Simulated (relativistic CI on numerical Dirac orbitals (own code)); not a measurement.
# Zr³⁺: one ion under different settings

Aim: see what numerical and physical settings do to the SCF, the total energy and the lowest levels of Zr³⁺.

Program: relativistic CI on numerical Dirac orbitals (own code) version 3. Level of theory: Dirac-Coulomb-Breit CI, KLI orbitals optimised for each configuration, model QED (radiative potential, 1s self-energy scaled to tabulated hydrogen-like ionisation energies), numerical settings as typed. These are calculated values, not measurements, unless marked.

### Step 1. The atom as given

- ion: Zr³⁺ (Zr IV)
- nuclear charge: 40
- electrons: 37
- isotope: A = 90

### Step 2. Usual settings

The run's settings:

```ini
atom Zr  Z=40  charge=3  electrons=37
nucleus A=90  rms_radius_fm=4.2694
hamiltonian dirac-coulomb  breit=on  qed=on  c_scale=1
orbitals kli  potential=per-configuration
slater_scale 1
correlation none
mixing on
grid step=0.0125 r_max=50.3
scf mixing=0.4 start=green max_iterations=150 tolerance=2e-08 node_fill=0.05
configurations
  [Kr] 4d
  [Kr] 5s
end
```

Run with:

```
> python run_levels.py task.json out
```

The settings of every run stand in task.json; they run in order.

### Step 3. Nuclear radius 5.5502

Settings: those of step 2 with these lines changed.

```diff
@@ -1,3 +1,3 @@
 atom Zr  Z=40  charge=3  electrons=37
-nucleus A=90  rms_radius_fm=4.2694
+nucleus A=90  rms_radius_fm=5.5502
 hamiltonian dirac-coulomb  breit=on  qed=on  c_scale=1
```

### Step 4. Iteration limit 30

The run's settings:

```ini
atom Zr  Z=40  charge=3  electrons=37
nucleus A=90  rms_radius_fm=4.2694
hamiltonian dirac-coulomb  breit=on  qed=on  c_scale=1
orbitals kli  potential=per-configuration
slater_scale 1
correlation none
mixing on
grid step=0.0125 r_max=50.3
scf mixing=0.4 start=green max_iterations=30 tolerance=2e-08 node_fill=0.05
configurations
  [Kr] 4d
  [Kr] 5s
end
```

### Step 5. Breit term off

The run's settings:

```ini
atom Zr  Z=40  charge=3  electrons=37
nucleus A=90  rms_radius_fm=4.2694
hamiltonian dirac-coulomb  breit=off  qed=on  c_scale=1
orbitals kli  potential=per-configuration
slater_scale 1
correlation none
mixing on
grid step=0.0125 r_max=50.3
scf mixing=0.4 start=green max_iterations=150 tolerance=2e-08 node_fill=0.05
configurations
  [Kr] 4d
  [Kr] 5s
end
```

### Step 6. Tolerance 0.3

The run's settings:

```ini
atom Zr  Z=40  charge=3  electrons=37
nucleus A=90  rms_radius_fm=4.2694
hamiltonian dirac-coulomb  breit=on  qed=on  c_scale=1
orbitals kli  potential=per-configuration
slater_scale 1
correlation none
mixing on
grid step=0.0125 r_max=50.3
scf mixing=0.4 start=green max_iterations=88 tolerance=0.3 node_fill=0.05
configurations
  [Kr] 4d
  [Kr] 5s
end
```

(Steps that only read results are left out.)

What does the calculation give? Wanted: lowest level, usual settings; total energy; first excitation.

As calculated:

| setting | total energy less usual (Ha) | largest shift of a level among the lowest eight of both runs, same label and place (cm⁻¹) | SCF iterations | time | lowest level | kind of change |
| --- | --- | --- | --- | --- | --- | --- |
| usual | 0 | 0 | 22 | 0.085 s | 4d 2D3/2 | - |
| nuclear radius 5.5502 | 0.0267 | 1.65 | 22 | 0.086 s | 4d 2D3/2 | unphysical constant |
| iteration limit 30 | 0 | 0 | 22 | 0.086 s | 4d 2D3/2 | numerical |
| Breit term off | -2.05 | 102 | 22 | 0.081 s | 4d 2D3/2 | model term |
| tolerance 0.3 | 0.0436 | 733 | 6 | 0.059 s | 4d 2D3/2 | unsound |

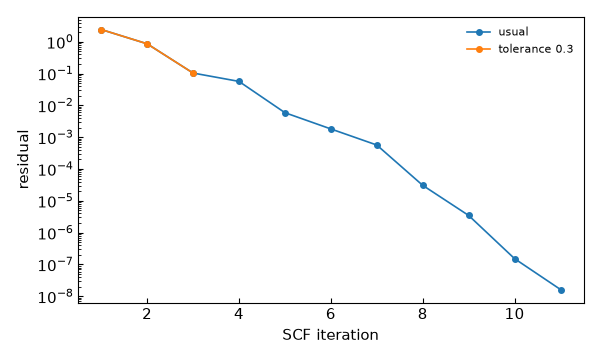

Residual of the first configuration's SCF.

| quantity | value |
| --- | --- |
| lowest level, usual settings | 4d 2D3/2 |
| total energy | -3592.2147 Ha |
| first excitation | 1112.7 cm⁻¹ |

In words: Among the runs whose levels can be followed, they move most under «tolerance 0.3» (unsound), by up to 733 cm⁻¹. No visible change in the result comes from «iteration limit 30». Only the listed configurations are in the model. Near neutrality, missing correlation can shift configurations against each other by thousands of cm⁻¹.
